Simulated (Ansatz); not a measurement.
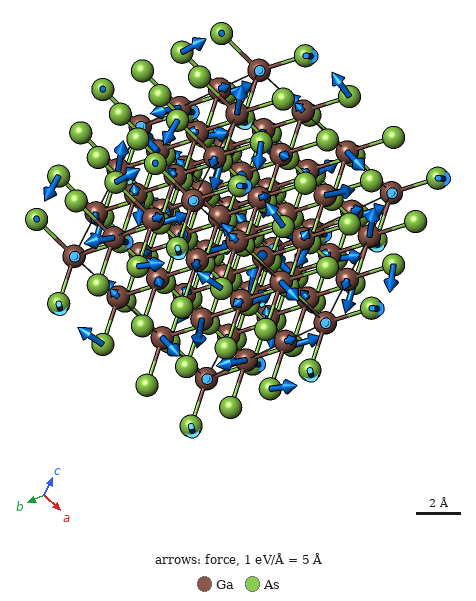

Starting geometry of a defect cell of composition Ga27As26 (cell charge +1) with the computed forces as blue arrows. A ball-and-stick model of the cell of the calculation, seen from a free direction.

Computed with DFT, PBE, plane-wave PAW, default files, scalar-relativistic (Ansatz 0.2.0). (plane-wave cutoff 420 eV; k-point mesh 2 × 2 × 2; occupations fermi dirac; smearing width 0.01 eV; collinear spin; atoms relaxed in a fixed cell; force threshold 0.03 eV/Å; at most 40 steps)

**Is this structure relaxed? If not, where do the atoms go?**

It isn't relaxed: the largest force vector, on Ga atoms, is 0.32 eV/Å. The final displacements follow the starting forces only in part (cosine between the two patterns 0.72). The largest moves, 0.068 Å, are those of Ga atoms. By element the largest moves are Ga 0.068 Å, As 0.029 Å. The cell stays as it was. Near-neighbour distances that change, for instance: As–Ga 2.448 → 2.487 Å, As–Ga 2.448 → 2.459 Å. The energy falls by 91.6 meV per cell of the calculation in 2 geometry steps. Largest force component: 0.32 eV/Å at the start, 0.017 eV/Å at the end. The program noted that the starting moments weren't kept. The run took 3.9 min on 4 threads of Intel(R) Xeon(R) Platinum 8375C CPU @ 2.90GHz (Ice Lake) (shared host), peak memory 7.6 GiB.

Limits of the set-up: the cell is charged, on a uniform background, and energies carry no finite-size correction.
